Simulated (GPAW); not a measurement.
# Si K ELNES/XANES of Si2W (P6_222) from DFT, part 2 of 4

Aim: the dependence of the Si K near-edge features of Si2W (P6_222) on volume.

GPAW 26.7.0; X-ray absorption from dipole matrix elements to empty bands, plane-wave PAW LDA.

So far. Step 2 (Ground state of the crystal): The mesh shows no gap, so the system is treated as a metal and the core electron is put at the Fermi level (neutral cell).

## Step 4: Spectrum with XCH, Si atom 4

The holes are 4.6 Å apart. In GPAW the data set carries the hole's charge, so charge=0 means a charged cell and charge=-1 a neutral one. The excited electron is kept in the cell, where it fills the lowest empty states and screens the hole. After the field has converged, empty bands are computed with the density fixed and the dipole matrix elements are summed.

The absorber has 2 Si at 2.57 Å, 2 W at 2.59 Å, 1 Si at 2.62 Å, 3 W at 2.65 to 2.69 Å, 2 Si at 2.69 Å and 4 Si at 3.17 to 3.23 Å (14-fold, site symmetry 2).

xas.py reads:

```python
import numpy as np
from ase import Atoms
from ase.parallel import parprint, paropen
from gpaw import GPAW, PW, FermiDirac, Mixer, MixerDif, setup_paths
from gpaw.test import gen
setup_paths.insert(0, '.')
gen('Si', name='fch1s', xcname='LDA', corehole=(1, 0, 1), write_xml=True)
from gpaw.mpi import world
world.barrier()

atoms = Atoms('W3Si6',
    cell=[[-2.30842619, -3.99831145, 0],
     [-4.61685238, 0, 0],
     [0, 0, -6.653222]],
    scaled_positions=[[0, 0.5, 0.5],
     [0.5, 0, 0.16666667],
     [0.5, 0.5, 0.83333333],
     [0.836374, 0.836374, 0.83333333],
     [0.836374, 0.327252, 0.16666667],
     [0.672748, 0.163626, 0.5],
     [0.163626, 0.163626, 0.83333333],
     [0.163626, 0.672748, 0.16666667],
     [0.327252, 0.836374, 0.5]],
    pbc=True)
atoms.calc = calc = GPAW(legacy_gpaw=True, mode=PW(430, force_complex_dtype=True), xc='LDA', setups={3: 'fch1s'},
    kpts={'size': (6, 6, 4), 'gamma': True}, occupations=FermiDirac(0.1),
    charge=-1, mixer=Mixer(0.1, 5, 50), maxiter=150,
    convergence={'density': 0.0001, 'eigenstates': 1e-6}, txt='scf.txt')
energy = atoms.get_potential_energy() + calc.get_reference_energy()
ef = calc.get_fermi_level()
out = dict(energy=energy, fermi=ef, forces=atoms.get_forces().tolist())
parprint(f'all-electron energy {energy:.4f} eV, Fermi level {ef:.4f} eV')
ev = np.array([[calc.get_eigenvalues(k, s) for k in range(len(calc.get_ibz_k_points()))] for s in range(calc.get_number_of_spins())])
out['homo'], out['lumo'], out['counts'] = ev[ev < ef].max(), ev[ev > ef].min(), sorted(set((ev < ef).sum((0, 2)).tolist()))
out['filled'] = (ev[:, 0] < ef).sum(1).tolist()

from ase.units import Ha
from gpaw.xas import dipole_matrix_elements
nb = int(calc.get_number_of_electrons() / 2) + 91
top, nb = nb, nb + 8 + nb // 12
nscf = calc.fixed_density(kpts={'size': (8, 8, 5), 'gamma': True}, nbands=nb,
    convergence={'bands': top, 'eigenstates': 5e-3}, maxiter=60, txt='nscf.txt')
cell = atoms.cell.array
ops = [cell.T @ U.T @ np.linalg.inv(cell.T) for U in nscf.wfs.kd.symmetry.op_scc]
E = np.arange(-6, 34, 0.1)
fwhm = np.interp(E, [4, 25], [0.9, 3.5])
Y, X, zero, highest = 0, 0, 1e9, 1e9
for spin in range(nscf.get_number_of_spins()):
    wfs = nscf.wfs
    mine = wfs.bd.get_slice()  # this rank's bands
    A = dipole_matrix_elements(wfs.setups[3])
    eps = np.zeros((wfs.kd.nibzkpts, nb))
    d = np.zeros((3, A.shape[1], wfs.kd.nibzkpts, nb), complex)
    for kpt in wfs.kpt_u:
        if kpt.s == spin and 3 in kpt.P_ani:
            eps[kpt.k, mine] = kpt.eps_n * Ha
            d[:, :, kpt.k, mine] = (kpt.weight * wfs.nspins / 2) ** 0.5 * np.inner(A, kpt.P_ani[3])
    world.sum(eps)
    world.sum(d)
    T = np.einsum('amkn,bmkn->abkn', d, d.conj()).real
    T = sum(np.einsum('ai,ijkn,bj->abkn', R, T, R) for R in ops) / len(ops)
    empty = eps > ef
    zero, highest = min(zero, eps[empty].min()), min(highest, eps[:, top - 1].min())
    lines = [(eps, T, empty)] if spin == 0 else lines + [(eps, T, empty)]
for eps, T, empty in lines:
    f = np.einsum('aakn->akn', T).reshape(3, -1)
    x = eps.ravel() - zero
    w = np.interp(x, E, fwhm) / 2.35482
    g = np.exp(-0.5 * ((E[:, None] - x) / w) ** 2) / (w * (2 * np.pi) ** 0.5)
    Y = Y + (f * empty.ravel()) @ g.T
    X = X + (f * ~empty.ravel()) @ g.T
out.update(E=E.round(2).tolist(), xas=Y.tolist(), xes=X.tolist(), zero=zero, valid=highest - zero, nk=len(eps), nb=nb)
for i in range(0, len(E), 10):
    parprint(f'{E[i]:7.2f}', *(f'{v:10.3e}' for v in Y[:, i]))
import json
with paropen('out.json', 'w') as f:
    json.dump(out, f)
```

Command:

```sh
$ OMP_NUM_THREADS=1 mpirun -n 4 gpaw python xas.py
```

Numbers of over 12 decimals in the logs are rounded to 6 here.

Log:

```text
Input parameters:
  charge: -1
  convergence: {density: 0.0001,
                eigenstates: 1e-06}
  kpts: {gamma: True,
         size: (6, 6, 4)}
  maxiter: 150
  mixer: {backend: pulay,
          beta: 0.1,
          method: separate,
          nmaxold: 5,
          weight: 50}
  mode: {ecut: 430.0,
         force_complex_dtype: True,
         name: pw}
  occupations: {fixmagmom: False,
                name: fermi-dirac,
                width: 0.1}
  setups: {3: fch1s}

Initialize ...

[... PAW data sets ...]

Reference energy: -1360847.006263  # eV

Spin-paired calculation

[... convergence settings ...]
Symmetries present (total): 1
  [... symmetry matrices ...]

144 k-points: 6 x 6 x 4 Monkhorst-Pack grid + [1/12,1/12,1/8]
76 k-points in the irreducible part of the Brillouin zone
       k-points in crystal coordinates                weights
   0:     0.00000000    0.00000000    0.00000000          1/144
   1:     0.00000000    0.00000000    0.25000000          2/144
   2:     0.00000000    0.00000000    0.50000000          1/144
   3:     0.00000000    0.16666667   -0.25000000          2/144
   4:     0.00000000    0.16666667    0.00000000          2/144
   5:     0.00000000    0.16666667    0.25000000          2/144
   6:     0.00000000    0.16666667    0.50000000          2/144
   7:     0.00000000    0.33333333   -0.25000000          2/144
   8:     0.00000000    0.33333333    0.00000000          2/144
   9:     0.00000000    0.33333333    0.25000000          2/144
          ...
  75:     0.50000000    0.50000000    0.50000000          1/144

Wave functions: Plane wave expansion
  Cutoff energy: 430.000 eV
  Number of coefficients (min, max): 2474, 2513
  Pulay-stress correction: 0.000000 eV/Ang^3 (de/decut=0.000000)
  Using FFTW library
  Wavefunction extrapolation:
    Improved wavefunction reuse through dual PAW basis

Occupation numbers: Fermi-Dirac:
  width: 0.1000  # eV

Eigensolver
   Davidson(niter=2)

Densities:
  Coarse grid: 24*24*32 grid
  Fine grid: 48*48*64 grid
  Total Charge: 0.000000

Density mixing:
  Method: separate
  Backend: pulay
  Linear mixing parameter: 0.1
  old densities: 5
  Width of damping distribution: 1.1
  Damping of long wavelength oscillations: 50

[... Hamiltonian set-up ...]
Number of atoms: 9
Number of atomic orbitals: 63
Number of bands in calculation: 45
Number of valence electrons: 67
Bands to converge: occupied

... initialized

Initializing position-dependent things.

Density initialized from atomic densities
Creating initial wave functions:
  45 bands from LCAO basis set

               Si
                   W
             Si   W
           Si
                Si
                    Si
              W
       Si

Atomic positions and initial magnetic moments

Positions:
   0 W     -2.308426    0.000000   -3.326611    ( 0.0000,  0.0000,  0.0000)
   1 W     -1.154213   -1.999156   -1.108870    ( 0.0000,  0.0000,  0.0000)
   2 W     -3.462639   -1.999156   -5.544352    ( 0.0000,  0.0000,  0.0000)
   3 Si    -5.792123   -3.344084   -5.544352    ( 0.0000,  0.0000,  0.0000)
   4 Si    -3.441582   -3.344084   -1.108870    ( 0.0000,  0.0000,  0.0000)
   5 Si    -2.308426   -2.689856   -3.326611    ( 0.0000,  0.0000,  0.0000)
   6 Si    -1.133156   -0.654228   -5.544352    ( 0.0000,  0.0000,  0.0000)
   7 Si    -3.483697   -0.654228   -1.108870    ( 0.0000,  0.0000,  0.0000)
   8 Si    -4.616852   -1.308455   -3.326611    ( 0.0000,  0.0000,  0.0000)

Unit cell:
           periodic     x           y           z      points  spacing
  1. axis:    yes   -2.308426   -3.998311    0.000000    24     0.1666
  2. axis:    yes   -4.616852    0.000000    0.000000    24     0.1666
  3. axis:    yes    0.000000    0.000000   -6.653222    32     0.2079

  Lengths:   4.616852   4.616852   6.653222
  Angles:   90.000000  90.000000  60.000000

Effective grid spacing dv^(1/3) = 0.1882

iter:   1   -90.249439
iter:   2   -87.129987   -0.78  -1.04
iter:   3   -86.505251   -1.48  -1.18
iter:   4   -86.299900   -1.88  -1.27
iter:   5   -86.327749   -1.96  -1.39
iter:   6   -86.295339c  -3.40  -2.06
iter:   7   -86.293201   -2.50  -2.18
iter:   8   -86.275140c  -3.18  -2.37
iter:   9   -86.274621c  -4.87  -2.79
iter:  10   -86.274136c  -4.52  -2.95
iter:  11   -86.274008c  -5.12  -3.21
iter:  12   -86.273998c  -6.34c -3.28
iter:  13   -86.273992c  -6.26c -3.36
iter:  14   -86.273987c  -6.41c -3.52
iter:  15   -86.273981c  -6.79c -3.77
iter:  16   -86.273974c  -7.24c -4.07c

Converged after 16 iterations.

Dipole moment: (-0.425874, -0.245879, 0.102398) |e|*Ang

Energy contributions relative to reference atoms: (reference = -1360847.006263)

Kinetic:        +56.570731
Potential:      -47.706237
External:        +0.000000
XC:             -94.532633
Entropy (-ST):   -0.111182
Local:           -0.550245
SIC:             +0.000000
--------------------------
Free energy:    -86.329565
Extrapolated:   -86.273974

Showing only first 2 kpts
 Kpt  Band  Eigenvalues  Occupancy
  0    31     10.20050    2.00000
  0    32     11.89086    1.99996
  0    33     14.40790    0.00000
  0    34     14.73758    0.00000

  1    31     10.29988    2.00000
  1    32     12.41119    1.99278
  1    33     14.11530    0.00002
[...]
Fermi level: 12.97320

No gap
No difference between direct/indirect transitions

Forces in eV/Ang:
  0 W    -0.02062   -0.01226   -0.47214
  1 W    -0.02093   -0.01173    0.47216
  2 W     0.09179    0.05299   -0.00002
  3 Si   -0.05198   -0.03001   -0.00000
  4 Si    0.06852   -0.09775   -0.24908
  5 Si   -0.04501   -0.08099    0.30330
  6 Si    0.12001    0.06929   -0.00000
  7 Si   -0.09264    0.00151   -0.30330
  8 Si   -0.05040    0.10822    0.24908
Scalar-relativistic atomic LDA calculation for Si (Silicon, Z=14)
Core hole in 1s state (1s occupation: 1.0)
450 radial gridpoints.
|------------------------------------------------|
|------------------------------------------------|
[... the atom generator's iteration count ...]

Energy contributions:
-------------------------
Kinetic:     +220.780583
XC:           -16.024777
Potential:   -425.439960
-------------------------
Total:       -220.684154

state      eigenvalue         ekin         rmax
-----------------------------------------------
1s^1.0 :   -70.908741    95.421565        0.072
2s^2.0 :    -6.456485    14.802915        0.434
2p^6.0 :    -4.992185    14.606350        0.356
3s^2.0 :    -0.832237     2.282916        1.576
3p^2.0 :    -0.531202     1.774628        1.742
-----------------------------------------------
(units: Bohr and Hartree)

Generating PAW setup
Kinetic energy of the core from tauc = 213.098295
Cutoffs:
rc(s)=2.000
rc(p)=2.000
rc(d)=2.000
rc(vbar)=1.800
rc(comp)=2.000
rc(nct)=2.000

Kinetic energy of the core states: 212.665494
Charge: 1.0
Core electrons: 9.0
Valence electrons: 4.0
Pseudo-core charge: 0.076274
Shape function alpha=2.500
Pseudo-electron charge 4.459138
state    eigenvalue         norm
--------------------------------
3s(2) :    -0.832237     1.189334
*s    :     0.167763
3p(2) :    -0.531202     1.002098
*p    :     0.468798
*d    :     0.000000
--------------------------------

Diagonalizing with gridspacing h=0.050

state   all-electron     PAW
-------------------------------
3s:      -0.832237    -0.832487
3p:      -0.531202    -0.531501
*d:                   -0.147046
*f:                   -0.019078
-------------------------------
all-electron energy -1360933.2802 eV, Fermi level 12.9732 eV
[...]
31.00  4.590e-06  4.858e-06  4.423e-06
  32.00  4.718e-06  5.001e-06  4.428e-06
  33.00  4.778e-06  5.032e-06  4.331e-06
```

Elapsed: 2.2 min, on 4 MPI ranks of AMD EPYC 9R14 (Zen 4), shared host; peak memory 0.71 GiB.

The Si K spectrum, Si atom 4, excited-electron core hole (neutral cell) (energy from the lowest empty level; intensity scaled to a mean of 1 over the first 20 eV; polarised curves are means over the symmetry-equivalent atoms):

```
E (eV)  isotropic  ε ⊥ c  ε ∥ c
  -2.0       0.00   0.00   0.00
  -0.5       0.12   0.10   0.17
   1.0       1.44   1.57   1.17
   2.5       1.28   1.26   1.32
   4.0       1.51   1.51   1.51
   5.5       1.83   1.96   1.57
   7.0       1.14   1.22   1.00
   8.5       0.93   0.95   0.90
  10.0       0.84   0.81   0.91
  11.5       0.71   0.63   0.89
  13.0       0.70   0.62   0.87
  14.5       0.75   0.72   0.81
  16.0       0.70   0.71   0.68
  17.5       0.67   0.68   0.63
  19.0       0.61   0.61   0.61
  20.5       0.55   0.54   0.58
  22.0       0.57   0.54   0.62
  23.5       0.61   0.58   0.67
  25.0       0.67   0.66   0.70
  26.5       0.74   0.76   0.70
  28.0       0.77   0.79   0.71
  29.5       0.78   0.79   0.74
  31.0       0.80   0.82   0.77
```

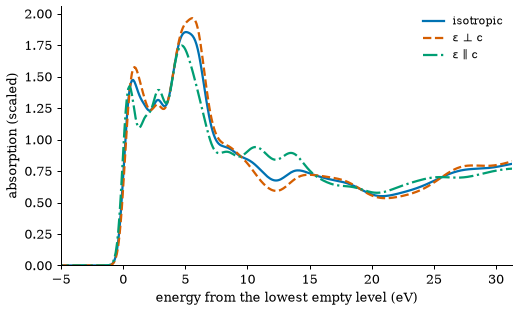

The Si K edge, Si atom 4, excited-electron core hole (neutral cell): main maxima at 0.8, 2.8 and 5.1 eV.

Main maxima below 24 eV (height): 0.8 eV (1.47), 2.8 eV (1.32), 5.1 eV (1.85) and 14.1 eV (0.76). A K edge sees empty p states on the absorber.

The total-energy difference is 1844.49 eV. One term is added: -14.86 eV, since the hole is spin-paired here and a spin-polarised one costs that much less in the free atom (computed apart). The photon energy is then 1829.63 eV. The tabulated edge of the element is 1839 eV. The functional leaves an error in such absolute values: in the free atom LDA prices this hole 7.8 eV below PBE (computed apart), and PBE is itself good to a few eV.

## Step 5: Reference energy of the cell

The cell changes for the next run, so it gets a reference energy of its own.

The cell differs from the one that the last finished run ended in (a 4.617 → 4.523 Å, b 4.617 → 4.523 Å, c 6.653 → 6.517 Å).

scf.py reads:

```python
import numpy as np
from ase import Atoms
from ase.parallel import parprint, paropen
from gpaw import GPAW, PW, FermiDirac, Mixer, MixerDif, setup_paths
from gpaw.test import gen
setup_paths.insert(0, '.')
gen('Si', name='nch1s', xcname='LDA', corehole=(1, 0, 0), write_xml=True)
from gpaw.mpi import world
world.barrier()

atoms = Atoms('W3Si6',
    cell=[[-2.26130223, -3.91669035, 0],
     [-4.52260446, 0, 0],
     [0, 0, -6.51740385]],
    scaled_positions=[[0, 0.5, 0.5],
     [0.5, 0, 0.16666667],
     [0.5, 0.5, 0.83333333],
     [0.836374, 0.836374, 0.83333333],
     [0.836374, 0.327252, 0.16666667],
     [0.672748, 0.163626, 0.5],
     [0.163626, 0.163626, 0.83333333],
     [0.163626, 0.672748, 0.16666667],
     [0.327252, 0.836374, 0.5]],
    pbc=True)
atoms.calc = calc = GPAW(legacy_gpaw=True, mode=PW(430, force_complex_dtype=True), xc='LDA', setups={3: 'nch1s'},
    kpts={'size': (6, 6, 4), 'gamma': True}, occupations=FermiDirac(0.1),
    charge=0, mixer=Mixer(0.1, 5, 50), maxiter=150,
    convergence={'density': 0.0001, 'eigenstates': 1e-6}, txt='scf.txt')
energy = atoms.get_potential_energy() + calc.get_reference_energy()
ef = calc.get_fermi_level()
out = dict(energy=energy, fermi=ef, forces=atoms.get_forces().tolist())
parprint(f'all-electron energy {energy:.4f} eV, Fermi level {ef:.4f} eV')
ev = np.array([[calc.get_eigenvalues(k, s) for k in range(len(calc.get_ibz_k_points()))] for s in range(calc.get_number_of_spins())])
out['homo'], out['lumo'], out['counts'] = ev[ev < ef].max(), ev[ev > ef].min(), sorted(set((ev < ef).sum((0, 2)).tolist()))
out['filled'] = (ev[:, 0] < ef).sum(1).tolist()
import json
with paropen('out.json', 'w') as f:
    json.dump(out, f)
```

Command:

```sh
$ OMP_NUM_THREADS=1 mpirun -n 4 gpaw python scf.py
```

Log:

```text
Input parameters:
  convergence: {density: 0.0001,
                eigenstates: 1e-06}
  kpts: {gamma: True,
         size: (6, 6, 4)}
  maxiter: 150
  mixer: {backend: pulay,
          beta: 0.1,
          method: separate,
          nmaxold: 5,
          weight: 50}
  mode: {ecut: 430.0,
         force_complex_dtype: True,
         name: pw}
  occupations: {fixmagmom: False,
                name: fermi-dirac,
[...]
3s(2) :    -0.399754     1.114161
*s    :     0.600246
3p(2) :    -0.152955     1.005401
*p    :     0.847045
*d    :     0.000000
--------------------------------

Diagonalizing with gridspacing h=0.050

state   all-electron     PAW
-------------------------------
3s:      -0.399754    -0.399911
3p:      -0.152955    -0.153089
*d:                    0.032715
*f:                    0.069217
-------------------------------
all-electron energy -1362777.8635 eV, Fermi level 13.7683 eV
[key lines of the parts left out:]
Converged after 14 iterations.
Dipole moment: (-0.000000, -0.000000, 0.000000) |e|*Ang
Free energy:    -77.275455
Fermi level: 13.76828
```

Run time: 31 s. Hardware: 4 MPI ranks; peak memory 0.27 GiB.

Reference energy: -1362777.863 eV with the cores included.

## Step 6: Spectrum with XCH, Si atom 4

Shorter bonds are expected to push antibonding states and scattering resonances up, and longer ones down; the cell is scaled to test that.

Changed against the first core-hole run: volume scale from 1 to 0.94.

Changes to xas.py since step 4:

```diff
@@ -11,5 +11,5 @@
 atoms = Atoms('W3Si6',
-    cell=[[-2.30842619, -3.99831145, 0],
-     [-4.61685238, 0, 0],
-     [0, 0, -6.653222]],
+    cell=[[-2.26130223, -3.91669035, 0],
+     [-4.52260446, 0, 0],
+     [0, 0, -6.51740385]],
     scaled_positions=[[0, 0.5, 0.5],
@@ -38,3 +38,3 @@
 from gpaw.xas import dipole_matrix_elements
-nb = int(calc.get_number_of_electrons() / 2) + 91
+nb = int(calc.get_number_of_electrons() / 2) + 87
 top, nb = nb, nb + 8 + nb // 12
```

Command:

```sh
$ OMP_NUM_THREADS=1 mpirun -n 4 gpaw python xas.py
```

Log:

```text
Input parameters:
  charge: -1
  convergence: {density: 0.0001,
                eigenstates: 1e-06}
  kpts: {gamma: True,
         size: (6, 6, 4)}
  maxiter: 150
  mixer: {backend: pulay,
          beta: 0.1,
          method: separate,
          nmaxold: 5,
          weight: 50}
  mode: {ecut: 430.0,
         force_complex_dtype: True,
         name: pw}
  occupations: {fixmagmom: False,
[...]
*p    :     0.468798
*d    :     0.000000
--------------------------------

Diagonalizing with gridspacing h=0.050

state   all-electron     PAW
-------------------------------
3s:      -0.832237    -0.832487
3p:      -0.531202    -0.531501
*d:                   -0.147046
*f:                   -0.019078
-------------------------------
all-electron energy -1360933.3151 eV, Fermi level 14.0480 eV
[...]
32.00  4.536e-06  4.791e-06  4.351e-06
  33.00  4.604e-06  4.898e-06  4.360e-06
[key lines of the parts left out:]
Converged after 15 iterations.
Dipole moment: (-0.458826, -0.264903, 0.077933) |e|*Ang
Free energy:    -86.364871
Fermi level: 14.04801
```

The job ended after 2.1 min (4 MPI ranks; peak memory 0.68 GiB).

```
E (eV)  first run  this run
  -2.0       0.00      0.00
  -1.0       0.01      0.01
   0.0       0.71      0.73
   1.0       1.44      1.39
   2.0       1.24      1.15
   3.0       1.30      1.22
   4.0       1.51      1.32
   5.0       1.85      1.74
   6.0       1.72      1.71
   7.0       1.14      1.32
   8.0       0.95      1.04
   9.0       0.90      0.96
  10.0       0.84      0.87
  11.0       0.76      0.80
  12.0       0.68      0.71
  13.0       0.70      0.68
  14.0       0.75      0.74
  15.0       0.73      0.75
  16.0       0.70      0.72
  17.0       0.68      0.69
  18.0       0.65      0.67
  19.0       0.61      0.64
  20.0       0.56      0.59
  21.0       0.55      0.54
  22.0       0.57      0.53
  23.0       0.59      0.55
  24.0       0.63      0.58
  25.0       0.67      0.62
  26.0       0.72      0.67
  27.0       0.75      0.72
  28.0       0.77      0.76
  29.0       0.77      0.78
  30.0       0.78      0.78
  31.0       0.80      0.78
```

Against the first run the r.m.s. difference is 7 %. The highest intensity below 16 eV goes from 5.1 eV (1.85) to 5.2 eV (1.75).

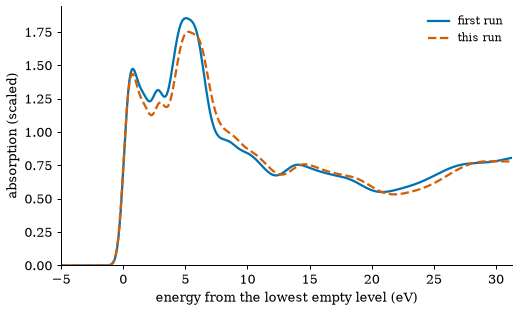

The effect of the change (volume scale from 1 to 0.94).

The photon energy of the zero moves by +0.06 eV.

## Step 7: Reference energy of the cell

The cell changes for the next run, so it gets a reference energy of its own.

The cell differs from the one that the last finished run ended in (a 4.523 → 4.570 Å, b 4.523 → 4.570 Å, c 6.517 → 6.586 Å).

Changes to scf.py since step 5:

```diff
@@ -11,5 +11,5 @@
 atoms = Atoms('W3Si6',
-    cell=[[-2.26130223, -3.91669035, 0],
-     [-4.52260446, 0, 0],
-     [0, 0, -6.51740385]],
+    cell=[[-2.28510716, -3.9579217, 0],
+     [-4.57021432, 0, 0],
+     [0, 0, -6.58601314]],
     scaled_positions=[[0, 0.5, 0.5],
```

Command:

```sh
$ OMP_NUM_THREADS=1 mpirun -n 4 gpaw python scf.py
```

Log:

```text
Input parameters:
  convergence: {density: 0.0001,
                eigenstates: 1e-06}
  kpts: {gamma: True,
         size: (6, 6, 4)}
  maxiter: 150
  mixer: {backend: pulay,
          beta: 0.1,
          method: separate,
          nmaxold: 5,
          weight: 50}
  mode: {ecut: 430.0,
         force_complex_dtype: True,
         name: pw}
  occupations: {fixmagmom: False,
                name: fermi-dirac,
[...]
3s(2) :    -0.399754     1.114161
*s    :     0.600246
3p(2) :    -0.152955     1.005401
*p    :     0.847045
*d    :     0.000000
--------------------------------

Diagonalizing with gridspacing h=0.050

state   all-electron     PAW
-------------------------------
3s:      -0.399754    -0.399911
3p:      -0.152955    -0.153089
*d:                    0.032715
*f:                    0.069217
-------------------------------
all-electron energy -1362777.9000 eV, Fermi level 13.2516 eV
[key lines of the parts left out:]
Converged after 14 iterations.
Dipole moment: (-0.000000, -0.000000, -0.000000) |e|*Ang
Free energy:    -77.313903
Fermi level: 13.25164
```

It took 29 s on 4 MPI ranks; peak memory 0.27 GiB; 1.9 min of CPU time.

Reference energy: -1362777.900 eV with the cores included.

(Part 2 of 4 ends here.)

[Banner, clock and machine lines of the logs are left out without a mark of their own.]

[Logs are printed without paths, hosts, clocks, repeated set-up lines and the standing remarks that a program may print on its own settings, such as how far it seeks lower states.]

[Hosts, paths, dates, database ids (printed as entryN), source tags and the programs' standing remarks are cut or masked in the printed files.]

[Lists of maxima count a maximum above −3 eV only where it reaches 4 % of the highest in the window and stands out from its surroundings by 2 % of it (1.5 % where it reaches 55 %); shoulders and weaker maxima are passed over, and of the rest the first, up to two pre-edge ones and the few strongest are named.]
